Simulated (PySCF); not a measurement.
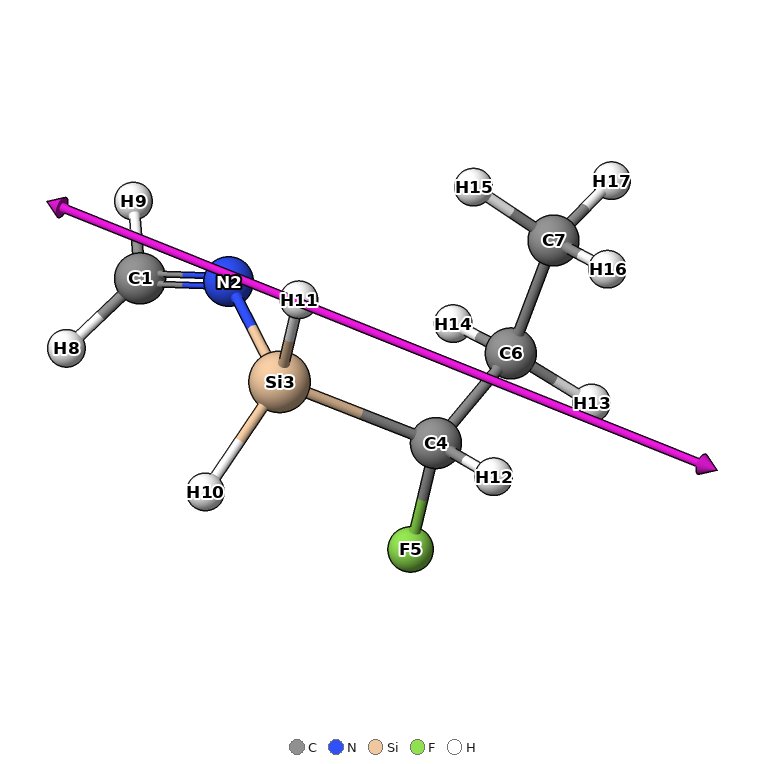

The double arrow shows the direction of the transition dipole to excited singlet state 3 (its length means nothing). The geometry was computed by an optimisation with GFN2-xTB. No frequency run is at hand to confirm it as a minimum. Properties computed with TDDFT CAM-B3LYP/def2-SVPD, vertical, gas phase, core orbitals frozen in the response (PySCF 2.14.0).

Give its energy, strength and character.

Answer. 6.84 eV (181 nm), oscillator strength 0.15, mainly HOMO−1 → LUMO (weight 0.96); transition dipole 2.40 D.

The geometry is semi-empirical. Around Si such bond lengths and angles can be off by a tenth of an ångström or more and by several degrees, and values that hang on the shape move with them.
